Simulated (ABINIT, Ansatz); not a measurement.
## SiC (Moissanite): changed settings of a GW run in ABINIT

Aim: change inputs of a GW run on SiC (Moissanite) and see what moves.

Calculated with ABINIT 10.8.3; PBE and many-body steps on it, plane waves.

## (1) Set-up

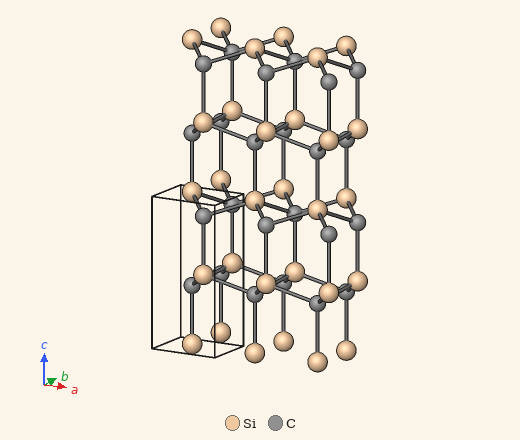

The cell as given, slightly off an axis (silicon light orange, carbon grey). 3×2×2 cells are drawn. Some periodic images of atoms are drawn too.

As a file:

```cif
data_structure
_symmetry_space_group_name_H-M 'P 1'
_symmetry_Int_Tables_number 1
_cell_length_a 3.0760
_cell_length_b 3.0760
_cell_length_c 5.0480
_cell_angle_alpha 90.000
_cell_angle_beta 90.000
_cell_angle_gamma 120.000
_cell_volume 41.36
loop_
_atom_site_label
_atom_site_type_symbol
_atom_site_fract_x
_atom_site_fract_y
_atom_site_fract_z
_atom_site_occupancy
Si1 Si 0.33333 0.66667 0.00000 1
Si2 Si 0.66667 0.33333 0.50000 1
C3 C 0.33333 0.66667 0.38500 1
C4 C 0.66667 0.33333 0.88500 1
```

The cell and positions come from the Crystallography Open Database and are kept as given unless a step says otherwise.

## (2) Screening, 6×6×4 mesh, 227 bands, screening to 247.6 eV

This step: ABINIT 10.8.3; RPA screening on PBE, plane waves, norm-conserving pseudopotentials.

The RPA dielectric matrix is built and inverted for each q.

run.abi reads:

```
acell 3*1.0 Angstrom
rprim 
  3.075999999976 0.000000000005 0.000000000000
  -1.537999999993 2.663894142018 0.000000000000
  0.000000000000 0.000000000000 5.048000000000
ntypat 2
znucl 14 6
natom 4
typat 1 1 2 2
xred 
  0.333333333333 0.666666666667 0.000000000000
  0.666666666667 0.333333333333 0.500000000000
  0.333333333333 0.666666666667 0.385000000000
  0.666666666667 0.333333333333 0.885000000000
pp_dirpath "pseudos"
pseudos "Si.upf, C.upf"
ecut 37
ngkpt 6 6 4
nshiftk 1
shiftk 0 0 0
kptopt 1
chksymbreak 0
istwfk *1
occopt 1
irdwfk 1
optdriver 3
nband 227
ecuteps 9.1
inclvkb 2
awtr 1
symchi 1
indata_prefix "in"
outdata_prefix "out"
tmpdata_prefix "tmp"
```

Command:

```
OMP_NUM_THREADS=1 mpirun -n 4 abinit run.abi > log
```

The log of the run:

```text
.Version 10.8.3 of ABINIT. v10.8.2 released Aug 2026.

 Symmetries : space group P6_3 m c (#186); Bravais hP (primitive hexag.)
[... echo of the input left out ...]
== DATASET  1 ==================================================================
-   mpi_nproc: 4, omp_nthreads: 1 (-1 if OMP is not activated)

--- !DatasetInfo
iteration_state: {dtset: 1, }
dimensions: {natom: 4, nkpt: 21, mband: 227, nsppol: 1, nspinor: 1, nspden: 1, mpw: 3018, }
cutoff_energies: {ecut:  37.0, pawecutdg:  -1.0, }
electrons: {nelect:   1.60000000E+01, charge:   0.00000000E+00, occopt:   1.00000000E+00, tsmear:   1.00000000E-02, }

 SCREENING: Calculation of the susceptibility and dielectric matrices

 Based on a program developped by R.W. Godby, V. Olevano, G. Onida, and L. Reining.
 Incorporated in ABINIT by V. Olevano, G.-M. Rignanese, and M. Torrent.
.Using double precision arithmetic ; gwpc =  8

[... cell and pseudopotentials left out ...]
--------------------------------------------------------------------------------

 ==== K-mesh for the wavefunctions ====
 Number of points in the irreducible wedge :    21
[... list of points left out ...]
 Together with 12 symmetry operations and time-reversal symmetry
 yields   144 points in the full Brillouin Zone.

 ==== Q-mesh for the screening function ====
 Number of points in the irreducible wedge :    21
[... list of points left out ...]
 Together with 12 symmetry operations and time-reversal symmetry
 yields   144 points in the full Brillouin Zone.

 setmesh: FFT mesh size selected  =    24x   24x   40
          total number of points  =        23040

 vcoul_init : cutoff-mode = AUXILIARY_FUNCTION
 q-points for optical limit:   1
     1)      0.000010    0.000020    0.000030

- screening: taking advantage of time-reversal symmetry
- Maximum band index for partially occupied states nbvw = 8
- Remaining bands to be divided among processors   nbcw = 219
- Number of bands treated by each node ~54

 Number of electrons calculated from density =   16.0000; Expected =   16.0000
 average of density, n =  0.057319
 r_s =    1.6089
 omega_plasma =   23.0944 [eV]

 calculating chi0 at frequencies [eV] :
  1    0.000000E+00    0.000000E+00
  2    0.000000E+00    2.309436E+01

--------------------------------------------------------------------------------
  q-point number  1        q = ( 0.000000, 0.000000, 0.000000) [r.l.u.]
--------------------------------------------------------------------------------
[... chi0 elements left out ...]
 For q-point:  0.000010 0.000020 0.000030
  dielectric constant =   6.8433
  dielectric constant without local fields =   7.4946

  Average fulfillment of the sum rule on Im[epsilon] for q-point    1 :     93.90  [%]
[... wings left out ...]
  q-point number  2        q = ( 0.166667, 0.000000, 0.000000) [r.l.u.]
--------------------------------------------------------------------------------
[... chi0 elements left out ...]
  Average fulfillment of the sum rule on Im[epsilon] for q-point    2 :     96.17  [%]

 [... 19 further q-points ...]
```

Elapsed: 6.6 min, on 4 MPI ranks of Intel Xeon Platinum 8488C (Sapphire Rapids), shared host; peak memory 2.6 GiB.

Numbers from this step:

```
ε∞ with local fields, on this mesh, along the program's q direction : 6.843
the same without local fields                                       : 7.495
plasma frequency                                                    : 23.09 eV
plane waves in the screening matrix                                 : 373
```

Local fields lower ε∞ by 9 %.

## (3) Base

The self-energy is evaluated for the states that the input lists, and the levels follow from it, in one-shot runs by the linearised quasiparticle equation.

This step: G0W0 on PBE, plane waves, norm-conserving pseudopotentials.

Changes to run.abi since step 2:

```diff
@@ -25,8 +25,19 @@
 irdwfk 1
-optdriver 3
+optdriver 4
 nband 227
+gwcalctyp 0
+ecutsigx 37
+symsigma 1
+nkptgw 3
+kptgw 
+  0.0000000000 0.0000000000 0.0000000000
+  0.3333333333 0.3333333333 0.0000000000
+  0.5000000000 0.0000000000 0.0000000000
+bdgw 
+  6 10
+  7 10
+  7 10
 ecuteps 9.1
-inclvkb 2
-awtr 1
-symchi 1
+irdscr 1
+ppmodel 1
 indata_prefix "in"
```

The log of the run:

```text
.Version 10.8.3 of ABINIT. v10.8.2 released Aug 2026.

 Symmetries : space group P6_3 m c (#186); Bravais hP (primitive hexag.)
[... echo of the input left out ...]
== DATASET  1 ==================================================================
-   mpi_nproc: 4, omp_nthreads: 1 (-1 if OMP is not activated)

--- !DatasetInfo
iteration_state: {dtset: 1, }
dimensions: {natom: 4, nkpt: 21, mband: 227, nsppol: 1, nspinor: 1, nspden: 1, mpw: 3018, }
cutoff_energies: {ecut:  37.0, pawecutdg:  -1.0, }
electrons: {nelect:   1.60000000E+01, charge:   0.00000000E+00, occopt:   1.00000000E+00, tsmear:   1.00000000E-02, }

 SIGMA: Calculation of the GW corrections

 Based on a program developped by R.W. Godby, V. Olevano, G. Onida, and L. Reining.
 Incorporated in ABINIT by V. Olevano, G.-M. Rignanese, and M. Torrent.
.Using double precision arithmetic ; gwpc =  8

[... cell and pseudopotentials left out ...]
--------------------------------------------------------------------------------

 ==== K-mesh for the wavefunctions ====
 Number of points in the irreducible wedge :    21
[... list of points left out ...]
 Together with 12 symmetry operations and time-reversal symmetry
 yields   144 points in the full Brillouin Zone.

 ==== Q-mesh for screening function ====
 Number of points in the irreducible wedge :    21
[... list of points left out ...]
 Together with 12 symmetry operations and time-reversal symmetry
 yields   144 points in the full Brillouin Zone.

 vcoul_init : cutoff-mode = AUXILIARY_FUNCTION
 q-points for optical limit:   1
     1)      0.000010    0.000020    0.000030
 setmesh: FFT mesh size selected  =    27x   27x   54
          total number of points  =        39366

 Number of electrons calculated from density =   16.0000; Expected =   16.0000
 average of density, n =  0.057319
 r_s =    1.6089
 omega_plasma =   23.0944 [eV]

 === KS Band Gaps ===
  >>>> For spin  1
   Minimum direct gap =   4.0829 [eV], located at k-point      :   0.5000  0.0000  0.0000
   Fundamental gap    =   2.3294 [eV], Top of valence bands at :   0.0000  0.0000  0.0000
                                       Bottom of conduction at :   0.3333  0.3333  0.0000
 SIGMA fundamental parameters:
 PLASMON POLE MODEL  1
 number of plane-waves for SigmaX                 2997
 number of plane-waves for SigmaC and W            373
 number of plane-waves for wavefunctions          2997
 number of bands                                   227
 number of independent spin polarizations            1
 number of spinorial components                      1
 number of k-points in IBZ                          21
 number of q-points in IBZ                          21
 number of symmetry operations                      12
 number of k-points in BZ                          144
 number of q-points in BZ                          144
 number of frequencies for dSigma/dE                 9
 frequency step for dSigma/dE [eV]                0.25
 number of omega for Sigma on real axis              0
 max omega for Sigma on real axis  [eV]           0.00
 zcut for avoiding poles [eV]                     0.10

 EPSILON^-1 parameters (SCR file):
 dimension of the eps^-1 matrix on file            373
 dimension of the eps^-1 matrix used               373
 number of plane-waves for wavefunctions          2997
 number of bands                                   227
 number of q-points in IBZ                          21
 number of frequencies                               2
 number of real frequencies                          1
 number of imag frequencies                          1

 matrix elements of self-energy operator (all in [eV])

 Perturbative Calculation

--- !SelfEnergy_ee
iteration_state: {dtset: 1, }
kpoint     : [   0.000,    0.000,    0.000, ]
spin       : 1
KS_gap     :    4.620
QP_gap     :    5.500
Delta_QP_KS:    0.880
data: !SigmaeeData |
     Band     E0 <VxcDFT>   SigX SigC(E0)      Z dSigC/dE  Sig(E)    E-E0       E
        6   6.864 -15.055 -17.694   1.893   0.791  -0.264 -15.646  -0.591   6.273
        7   6.864 -15.055 -17.694   1.893   0.791  -0.264 -15.646  -0.591   6.273
        8   7.139 -14.882 -17.276   1.686   0.793  -0.261 -15.443  -0.561   6.577
        9  11.758 -12.188  -7.007  -4.785   0.805  -0.242 -11.869   0.319  12.077
       10  13.157 -12.746  -7.214  -5.184   0.793  -0.261 -12.470   0.276  13.433

--- !SelfEnergy_ee
iteration_state: {dtset: 1, }
kpoint     : [   0.333,    0.333,    0.000, ]
spin       : 1
KS_gap     :    6.371
QP_gap     :    7.430
Delta_QP_KS:    1.059
data: !SigmaeeData |
     Band     E0 <VxcDFT>   SigX SigC(E0)      Z dSigC/dE  Sig(E)    E-E0       E
        7   3.097 -12.979 -16.874   2.739   0.781  -0.280 -13.882  -0.903   2.194
[...]
--- !SelfEnergy_ee
iteration_state: {dtset: 1, }
kpoint     : [   0.500,    0.000,    0.000, ]
spin       : 1
KS_gap     :    4.083
QP_gap     :    5.034
Delta_QP_KS:    0.952
data: !SigmaeeData |
     Band     E0 <VxcDFT>   SigX SigC(E0)      Z dSigC/dE  Sig(E)    E-E0       E
[...]
8   5.651 -14.535 -17.688   2.213   0.788  -0.268 -15.276  -0.741   4.909
        9   9.734 -10.592  -6.058  -4.278   0.821  -0.219 -10.382   0.210   9.944
       10  11.338 -11.767  -6.941  -4.409   0.809  -0.237 -11.429   0.338  11.676

== END DATASET(S) ==============================================================
================================================================================

 -outvars: echo values of variables after computation  --------
           etotal      0.0000000000E+00
            nband         227
             nkpt          21
          spgroup         186
 [... the other variables as echoed above ...]

 Calculation completed.
```

Run time: 2 min. Hardware: 4 MPI ranks; peak memory 2.9 GiB.

Numbers from this step:

```yaml
g0w0_gap_on_the_points_computed: 3.048 eV
starting_gap_on_the_mesh: 2.329 eV
k_of_the_valence_top: 0, 0, 0
k_of_the_conduction_bottom: 0.3333, 0.3333, 0
z_at_the_valence_top: 0.793
z_at_the_conduction_bottom: 0.825
least_direct_g0w0_gap_on_the_computed_points: 5.035 eV
```

The gap on the mesh goes from 2.33 eV to 3.05 eV, a correction of +0.72 eV.

(Part 1 of 2 ends here.)

[Paths, hosts, dates, memory and timing lines, banners, echoed tables and standing remarks are left out of the program output.]

[Logs are printed without paths, hosts, clocks, repeated set-up lines and the standing remarks that a program may print on its own settings, such as how far it seeks lower states.]

[Runs of the session that timed out or met a known fault of the program may be left out.]

[Hosts, paths, dates, database ids (printed as entryN), source tags and the programs' standing remarks are cut or masked in the printed files.]

[G0W0 gaps are taken among the corrected bands and points alone; a level outside them can change the order at an edge.]

[Where Ansatz stands beside ABINIT at settings called matched, ABINIT's density can come from a denser mesh and the files from another edition; pairs whose starting gaps differed by over 0.03 eV were left out, so agreement reads better than it is.]
